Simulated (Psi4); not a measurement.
**TlCl (SMILES [Cl][Tl]) at LC-VV10/def2-TZVPPD (density fitting, core potential)**

What is the electrostatic solvation energy at fixed shape (C-PCM, toluene) of TlCl at LC-VV10/def2-TZVPPD (density fitting, core potential)? 

The results are computed with Psi4 1.11.

5 further runs of the same task are left out: 3 that didn't finish, 2 set aside as unsound or not needed.

### Step 1. The molecule

TlCl has 2 atoms, charge 0, and is taken as a singlet. SMILES: `[Cl][Tl]`. Geometry: the measured bond length.

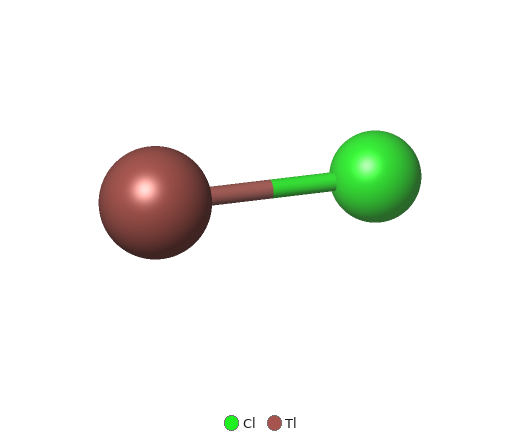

Viewed from a chosen angle; chlorine green, thallium brown.

### Step 2. The energy at LC-VV10/def2-TZVPPD (density fitting, core potential)

input.json

```json
{
 "schema_name": "qcschema_input",
 "schema_version": 1,
 "molecule": {
  "schema_name": "qcschema_molecule",
  "schema_version": 2,
  "symbols": ["Cl", "Tl"],
  "geometry": [0.0, 0.0, 0.0, 0.0, 0.0, 4.69564061],
  "molecular_charge": 0,
  "molecular_multiplicity": 1,
  "fix_symmetry": "c1"
 },
 "driver": "energy",
 "model": {
  "method": "lc-vv10",
  "basis": "def2-TZVPPD"
 },
 "keywords": {
  "reference": "rks",
  "scf_type": "df"
 }
}
```

On the command line:

```sh
$ psi4 --qcschema input.json -n 1 --memory 1600MB
```

stdout:

```text
[...]
    !!!  WARNING: ECP capability is in beta. Please check occupations closely.  !!!
[...]
  Running in c1 symmetry.
[...]
  Nuclear repulsion =   76.027965010720877
[...]
  Multiplicity = 1
[...]
  Nalpha       = 19
  Nbeta        = 19
[...]
    Number of basis functions: 107
[...]
   @DF-RKS iter   1:  -632.44437371794436   -1.12311e+00   4.74370e-03 ADIIS/DIIS
[...]
   @DF-RKS iter   8:  -632.54924471081529   -1.14463e-07   6.23255e-07 DIIS
[...]
    Orbital Energies [Eh]
    ---------------------
    Doubly Occupied:
       1A   -100.832476     2A     -9.351243     3A     -7.162360
       4A     -7.159655     5A     -7.159655     6A     -5.106074
       7A     -3.111085     8A     -3.111085     9A     -3.102752
      10A     -0.914833    11A     -0.786457    12A     -0.786456
      13A     -0.780262    14A     -0.780262    15A     -0.774035
      16A     -0.529264    17A     -0.400697    18A     -0.400697
      19A     -0.368504
[...]
  @DF-RKS Final Energy:  -632.54924471081529
   => Energetics <=
    Nuclear Repulsion Energy =             76.0279650107208766
    One-Electron Energy =               -1089.9701025832805499
    Two-Electron Energy =                 415.8392625202728823
    DFT Exchange-Correlation Energy =     -34.5873481524364408
    Empirical Dispersion Energy =           0.0000000000000000
    VV10 Nonlocal Energy =                  0.1409784939080839
    Total Energy =                       -632.5492447108151737
[...]
 Multipole Moments:
 ------------------------------------------------------------------------------------
     Multipole            Electronic (a.u.)      Nuclear  (a.u.)        Total (a.u.)
 ------------------------------------------------------------------------------------
 L = 1.  Multiply by 2.5417464519 to convert [e a0] to [Debye]
 Dipole X            :         -0.0000015            0.0000000           -0.0000015
 Dipole Y            :          0.0000004            0.0000000            0.0000004
 Dipole Z            :         55.6452783          -53.8212269            1.8240514
 Magnitude           :                                                    1.8240514
[...]
```

The result, in JSON:

```text
{
 "driver": "energy",
 "model": {
  "method": "lc-vv10",
  "basis": "def2-TZVPPD"
 },
 "success": true,
 "return_result": -632.5492447108153,
 "properties": {
  "calcinfo_nbasis": 107,
  "calcinfo_nmo": 107,
  "calcinfo_nalpha": 19,
  "calcinfo_nbeta": 19,
  "calcinfo_natom": 2,
  "nuclear_repulsion_energy": 76.02796501072088,
  "return_energy": -632.5492447108153,
  "scf_one_electron_energy": -1089.9701025832805,
  "scf_two_electron_energy": 415.8392625202729,
  "scf_vv10_energy": 0.1409784939080839,
  "scf_xc_energy": -34.58734815243644,
  "scf_dipole_moment": [-1.4861557141851291e-06, 4.0556041463231005e-07, 1.8240513951396338],
  "scf_total_energy": -632.5492447108153,
  "scf_iterations": 8
 }
}
```

It took 5.4 s on 1 thread of AMD EPYC 9R45 (Zen 5), shared host; peak memory 0.42 GiB.

### Step 3. A single-point energy at LC-VV10/def2-TZVPPD (density fitting, core potential, C-PCM toluene)

calc.in

```
memory 1.6 GB

molecule system {
  0 1
  Cl     0.000000     0.000000     0.000000
  Tl     0.000000     0.000000     2.484826
  symmetry c1
}

set {
  basis    def2-TZVPPD
  scf_type df
  pcm      true
}

pcm = {
  Units = Angstrom
  Medium {
    SolverType = CPCM
    Solvent = Toluene
  }
  Cavity {
    Type = GePol
    RadiiSet = UFF
    Scaling = False
    Area = 0.3
    Mode = Implicit
  }
}

energy('lc-vv10')
```

On the command line:

```sh
$ psi4 -n 1 calc.in calc.out
```

calc.out:

```text
[...]
    !!!  WARNING: ECP capability is in beta. Please check occupations closely.  !!!
[...]
  Running in c1 symmetry.
[...]
  Nuclear repulsion =   76.027965020162384
[...]
  Multiplicity = 1
[...]
  Nalpha       = 19
  Nbeta        = 19
[...]
    Number of basis functions: 107
[...]
   @DF-RKS iter   1:  -632.45451261472670   -1.12933e+00   4.77738e-03 DIIS/ADIIS
[...]
   @DF-RKS iter   8:  -632.56039705144394   -1.22686e-07   6.71452e-07 DIIS
[...]
    Orbital Energies [Eh]
    ---------------------
    Doubly Occupied:
       1A   -100.834940     2A     -9.354407     3A     -7.165152
       4A     -7.162896     5A     -7.162896     6A     -5.090199
       7A     -3.094813     8A     -3.094813     9A     -3.087972
      10A     -0.919365    11A     -0.769633    12A     -0.769629
      13A     -0.765242    14A     -0.765242    15A     -0.761026
      16A     -0.519920    17A     -0.408285    18A     -0.408285
      19A     -0.364668
[...]
  @DF-RKS Final Energy:  -632.56039705144394
   => Energetics <=
    Nuclear Repulsion Energy =             76.0279650201623838
    One-Electron Energy =               -1090.0286452963962347
    Two-Electron Energy =                 415.9065281591374514
    DFT Exchange-Correlation Energy =     -34.5944506531055325
    Empirical Dispersion Energy =           0.0000000000000000
    VV10 Nonlocal Energy =                  0.1410583575376137
    PCM Polarization Energy =              -0.0128526387795791
    Total Energy =                       -632.5603970514439425
[...]
 Multipole Moments:
 ------------------------------------------------------------------------------------
     Multipole            Electronic (a.u.)      Nuclear  (a.u.)        Total (a.u.)
 ------------------------------------------------------------------------------------
 L = 1.  Multiply by 2.5417464519 to convert [e a0] to [Debye]
 Dipole X            :         -0.0000030            0.0000000           -0.0000030
 Dipole Y            :          0.0000047            0.0000000            0.0000047
 Dipole Z            :         56.0815399          -53.8212269            2.2603130
 Magnitude           :                                                    2.2603130
[...]
```

Run time: 6.3 s. Hardware: 1 thread of AMD EPYC 9R45 (Zen 5), shared host; peak memory 0.42 GiB.

### Step 4. What came out

Level: LC-VV10/def2-TZVPPD (density fitting, core potential).

| quantity | value |
| --- | --- |
| gas phase: total energy | -632.54924 Eh |
| gas phase: dipole moment | 4.64 D |
| gas phase: HOMO energy | -10.03 eV |
| gas phase: LUMO energy | 0.07 eV |
| gas phase: HOMO–LUMO gap | 10.10 eV |
| C-PCM, toluene: total energy | -632.56040 Eh |
| C-PCM, toluene: dipole moment | 5.75 D |
| C-PCM, toluene: HOMO energy | -9.92 eV |
| C-PCM, toluene: LUMO energy | 0.55 eV |
| C-PCM, toluene: HOMO–LUMO gap | 10.47 eV |
| C-PCM, toluene: solvent term in the energy | -33.7 kJ/mol |
| energy change from gas to solvent at fixed shape | -0.303 eV |

The solvent model (C-PCM, toluene) lowers the energy by 0.30 eV (−7.0 kcal/mol) at the same shape. It holds the electrostatic part alone, without cavity or dispersion terms.
